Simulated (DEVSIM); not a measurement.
System: Schottky contact on p-type Si, at 350 K.

| layer (left to right) | material | thickness (μm) | Na (cm⁻³) | τn (s) | τp (s) |
|---|---|---|---|---|---|
| 1 | Si | 1.20 | 1.7e15 | 0.00024 | 0.00024 |
| 2 | Si | 1.10 | 1.7e18 | 0.00024 | 0.00024 |

Left contact: Schottky, work function 4.404 eV, emission velocity 5.5e6 cm/s. Right contact: ohmic. Voltage is applied to the left contact. Recombination: SRH at mid-gap, Auger. Mobility is μmin + (μ − μmin)/(1 + (N/Nref)^α).

Constants are typed, rounded textbook-type inputs, not results; the design itself was drawn at random and stands for no fabricated device. Values at 300 K; Nc and Nv go as T^1.5, mobilities as T to minus their exponent, the gap by Varshni's rule with the affinity fixed.

| parameter | Si |
|---|---|
| gap (eV) | 1.124 |
| affinity (eV) | 4.05 |
| permittivity | 11.7 |
| Nc (cm⁻³) | 2.86e19 |
| Nv (cm⁻³) | 3.1e19 |
| μn (cm²/Vs) | 1417 |
| μp (cm²/Vs) | 470 |
| μn,min | 52 |
| μp,min | 45 |
| Nref,n | 9.7e16 |
| Nref,p | 2.2e17 |
| αn | 0.68 |
| αp | 0.72 |
| T exponent of μn | 2.3 |
| T exponent of μp | 2.2 |
| Cn (cm⁶/s) | 2.8e-31 |
| Cp (cm⁶/s) | 9.9e-32 |
| Varshni α (eV/K) | 0.000473 |
| Varshni β (K) | 636 |

DEVSIM, 1D drift-diffusion, Boltzmann statistics, complete ionisation; no tunnelling, impact ionisation, image-force lowering or self-heating. Metal contacts follow the ideal Schottky-Mott rule: no Fermi-level pinning, no interface dipoles.

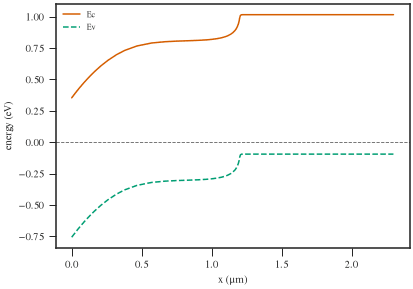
Fig. 1. Band edges at zero bias

Energies count from the Fermi level of the right contact; mesh points crowd at the junctions.

```tsv
x (μm)	Ec (eV)	Ev (eV)	n (cm⁻³)	p (cm⁻³)	field (V/cm)
0.000	0.354	-0.757	2.9e14	5.0e8	15000
0.01828	0.381	-0.730	1.2e14	1.2e9	14000
0.05291	0.429	-0.681	2.4e13	6.1e9	14000
0.1098	0.502	-0.608	2.1e12	6.8e10	12000
0.2587	0.652	-0.458	1.5e10	9.8e12	8100
0.4659	0.767	-0.344	3.3e8	4.4e14	3100
0.7498	0.805	-0.305	9.1e7	1.6e15	430
0.9992	0.819	-0.291	5.7e7	2.5e15	1200
1.099	0.842	-0.269	2.8e7	5.2e15	3900
1.153	0.874	-0.237	9500000	1.5e16	9500
1.183	0.919	-0.192	2100000	6.7e16	24000
1.205	1.010	-0.101	110000	1.4e18	19000
1.228	1.016	-0.095	84000	1.7e18	32
1.270	1.016	-0.095	84000	1.7e18	≈ 0
1.373	1.016	-0.095	84000	1.7e18	≈ 0
1.518	1.016	-0.095	84000	1.7e18	≈ 0
1.750	1.016	-0.095	84000	1.7e18	≈ 0
1.992	1.016	-0.095	84000	1.7e18	≈ 0
2.166	1.016	-0.095	84000	1.7e18	≈ 0
2.237	1.016	-0.095	84000	1.7e18	≈ 0
2.274	1.016	-0.095	84000	1.7e18	≈ 0
2.300	1.016	-0.095	84000	1.7e18	≈ 0
```
